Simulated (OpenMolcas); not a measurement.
**One shape, several levels: triplet GeH4O2**

Wanted: a comparison of 6 runs (UHF/STO-3G, U-r2SCAN/cc-pVDZ, U-revPBE/cc-pVDZ, UPBE/cc-pVDZ, USVWN5/cc-pVDZ, ROMP2/cc-pVDZ) of triplet GeH4O2. 

The calculation is run with OpenMolcas 26.06.

## (1) The structure to begin with

GeH4O2: 7 atoms, total charge 0, spin state triplet. SMILES of the parent species: `[OH][GeH2][OH]`. The coordinates come from a PBE0-D4/def2-TZVP relaxation. This is one conformer, not always the lowest. That shape belongs to the parent species and isn't relaxed for this state.

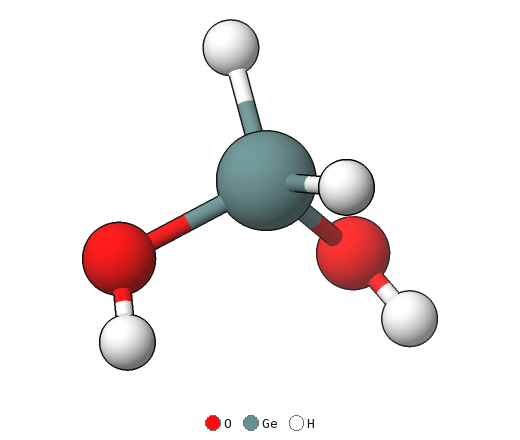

The structure, seen from a chosen angle (oxygen red, germanium teal, hydrogen white).

## (2) A single-point energy at UHF/STO-3G (run 1)

mol.inp reads:

```
* GeH4O2 Hartree-Fock

&GATEWAY
 BasLib
 $CurrDir
 Coord
 7
 angstrom
 O       -1.491300      -0.416000      -0.173900
 Ge       0.023500       0.377000       0.305300
 O        1.347400      -0.798900       0.400600
 H       -1.634900      -0.418700      -1.122100
 H        0.363400       1.460500      -0.739100
 H       -0.172500       0.863100       1.737300
 H        1.625600      -1.135200      -0.453800
 Basis
 STO-3G
 Group
 NoSym

&SEWARD

&SCF
 UHF
 Spin
 3
 Thresholds
 1e-10 1e-07 1e-07 1e-05
 PrOrbitals
 1 1
```

The basis set STO-3G is read from a file made from the Basis Set Exchange's data (not shown).

On the command line:

```bash
export MOLCAS_MEM=1860
pymolcas mol.inp > mol.log
```

What it wrote:

```text
--- Start Module: gateway ---
[...]
--- Stop Module: gateway /rc=_RC_ALL_IS_WELL_ ---
--- Start Module: seward ---
[...]
      Basis functions           32
--- Stop Module: seward /rc=_RC_ALL_IS_WELL_ ---
[...]
--- Start Module: scf ---
[...]
       Convergence after  26 Iterations
[...]
::    Total SCF energy                              -2201.4912288617
[...]
      Total spin, S                                     1.0013703604
[...]
      Total electronic charge=   52.000000
      Total            charge=   -0.000000
[...]
      Dipole Moment (debye):
      Origin of the operator (angstrom)=   -0.0035    0.0838    0.2330
                   X=  2.7371E+00               Y= -7.8902E-01               Z= -1.5211E+00           Total=  3.2292E+00
      Quadrupole Moment (debye*angstrom):
[...]
--- Stop Module: scf /rc=_RC_ALL_IS_WELL_ ---
[...]
```

Run time: 2.9 s. Hardware: 1 thread of Intel Xeon Platinum 8259CL at 2.50GHz (Skylake/Cascade Lake), shared host; peak memory 0.37 GiB.

## (3) A single-point energy at U-r2SCAN/cc-pVDZ (run 2)

coord.xyz reads:

```xyz
7

O     -1.491300    -0.416000    -0.173900
Ge     0.023500     0.377000     0.305300
O      1.347400    -0.798900     0.400600
H     -1.634900    -0.418700    -1.122100
H      0.363400     1.460500    -0.739100
H     -0.172500     0.863100     1.737300
H      1.625600    -1.135200    -0.453800
```

run.input reads:

```
* GeH4O2 Kohn-Sham DFT

&GATEWAY
  BasLib
  $CurrDir
  Coord
  coord.xyz
  Basis
  cc-pVDZ
  Group
  NoSym

&SEWARD
  GridInput
  Grid=UltraFine
  End of Grid

&SCF
  UHF
  Spin
  3
  KSDFT
  2
  1.0 MGGA_X_R2SCAN
  1.0 MGGA_C_R2SCAN
  Thresholds
  1e-10 1e-07 1e-07 1e-05
  PrOrbitals
  1
```

The basis set cc-pVDZ is read from a file made from the Basis Set Exchange's data (not shown).

On the command line:

```bash
export MOLCAS_MEM=1860
pymolcas run.input > run.log
```

What it wrote:

```text
--- Start Module: gateway ---
[...]
--- Stop Module: gateway /rc=_RC_ALL_IS_WELL_ ---
--- Start Module: seward ---
[...]
      Basis functions           75
--- Stop Module: seward /rc=_RC_ALL_IS_WELL_ ---
[...]
--- Start Module: scf ---
[...]
       Convergence after  40 Iterations
[...]
::    Total KS-DFT energy                           -2229.5242005222
[...]
      Total spin, S                                     1.0021987873
[...]
      Total electronic charge=   52.000000
      Total            charge=   -0.000000
[...]
      Dipole Moment (debye):
      Origin of the operator (angstrom)=   -0.0035    0.0838    0.2330
                   X= -3.9986E-02               Y=  9.5540E-01               Z= -9.6912E-01           Total=  1.3615E+00
      Quadrupole Moment (debye*angstrom):
[...]
--- Stop Module: scf /rc=_RC_ALL_IS_WELL_ ---
[...]
```

Run time: 2.5 min. Hardware: 1 thread of Intel Xeon Platinum 8259CL at 2.50GHz (Skylake/Cascade Lake), shared host; peak memory 0.43 GiB.

Runs 3 to 5 aren't shown in full; the table further down has their settings and results.

## (4) The energy at ROMP2/cc-pVDZ (run 6)

run.inp reads:

```
* GeH4O2 ROMP2
>>> EXPORT MOLCAS_PRINT=2

&gateway
  baslib=$CurrDir
  coord
  7
  angstrom
  O       -1.491300      -0.416000      -0.173900
  Ge       0.023500       0.377000       0.305300
  O        1.347400      -0.798900       0.400600
  H       -1.634900      -0.418700      -1.122100
  H        0.363400       1.460500      -0.739100
  H       -0.172500       0.863100       1.737300
  H        1.625600      -1.135200      -0.453800
  basis=cc-pVDZ
  group=NoSym

&seward

&scf
  uhf
  spin=3
  thresholds=1e-10 1e-07 1e-07 1e-05
  prorbitals=1 1

&rasscf
  fileorb=$Project.UnaOrb
  spin=3
  nactel=2 0 0
  inactive=25
  ras2=2
  outorbitals=Canonical
  orblisting=Nothing

&caspt2
  ipea=0.0
  frozen=11
```

The basis set cc-pVDZ is read from a file made from the Basis Set Exchange's data (not shown).

On the command line:

```bash
export MOLCAS_MEM=1860
pymolcas run.inp > run.log
```

What it wrote:

```text
--- Start Module: gateway ---
[...]
--- Stop Module: gateway /rc=_RC_ALL_IS_WELL_ ---
[...]
      Basis functions           75
[...]
       Convergence after  33 Iterations
[...]
::    Total SCF energy                              -2227.1835671950
[...]
      Total spin, S                                     1.0025284693
[...]
--- Start Module: rasscf ---
[...]
      Number of active orbitals                  2
[...]
      Spin quantum number                      1.0
[...]
      Active orbitals                            2
[...]
      Number of CSFs                             1
[...]
      Number of root(s) required                 1
[...]
      Convergence after 11 iterations
[...]
      printout of CI-coefficients larger than  0.05 for root  1
      energy=   -2227.178117
      conf/sym  11     Coeff  Weight
             1  uu   1.00000 1.00000
      Natural orbitals and occupation numbers for root  1
      sym 1:   1.000000   1.000000
      ************************************************************************************************************************
      *                                                    Final results                                                     *
[...]
::    RASSCF root number  1 Total energy:  -2227.17811745
[...]
      Total electronic charge=   52.000000
      Total            charge=   -0.000000
[...]
      Dipole Moment (debye):
      Origin of the operator (angstrom)=   -0.0035    0.0838    0.2330
                   X=  3.7402E-01               Y=  1.5066E+00               Z= -1.0968E-01           Total=  1.5562E+00
      Quadrupole Moment (debye*angstrom):
[...]
--- Stop Module: rasscf /rc=_RC_ALL_IS_WELL_ ---
[...]
--- Start Module: caspt2 ---
[...]
 ###    WARNING: User changed nr of frozen orbitals.                         ###
 ###############################################################################
[...]
      E2 (Variational):          -0.4766314471
      Total energy:           -2227.6547488949
[...]
      Reference weight:           0.87332
[...]
::    CASPT2 Root  1     Total energy:  -2227.65474889
[...]
--- Stop Module: caspt2 /rc=_RC_ALL_IS_WELL_ ---
[...]
```

Wall time 16 s (1 thread of Intel Xeon Platinum 8259CL at 2.50GHz (Skylake/Cascade Lake), shared host); peak memory 0.43 GiB.

## (5) All runs side by side

| run | level | integration grid | frozen core orbitals | energy (Eh) | dipole moment (D) | HOMO energy (eV) | ⟨S²⟩ | wall time |
| --- | --- | --- | --- | --- | --- | --- | --- | --- |
| 1 | UHF/STO-3G | – | – | -2201.491229 | 3.23 | 0.60 | 2.004 | 2.9 s |
| 2 | U-r2SCAN/cc-pVDZ | UltraFine | – | -2229.524201 | 1.36 | -1.15 | 2.007 | 2.5 min |
| 3 | U-revPBE/cc-pVDZ | UltraFine | – | -2229.405943 | 1.31 | -0.96 | 2.002 | 83 s |
| 4 | UPBE/cc-pVDZ | UltraFine | – | -2229.138056 | 1.36 | -1.01 | 2.002 | 77 s |
| 5 | USVWN5/cc-pVDZ | UltraFine | – | -2225.366678 | 1.58 | -1.09 | 2.002 | 2.2 min |
| 6 | ROMP2/cc-pVDZ | – | 11 | -2227.654749 | – | – | – | 16 s |

## (6) What came out

```
           quantity           value
run 6: total energy  -2227.65475 Eh
```

Over runs 1, 2, 3, 4, 5 the dipole moment (its size) runs from 1.31 D (U-revPBE/cc-pVDZ) to 3.23 D (UHF/STO-3G). The two ends differ in method and basis. Totals of different functionals can't be ranked against each other. In run 1 the basis is minimal, so the values are rough. All runs together took 7.7 min, the longest 2.5 min.
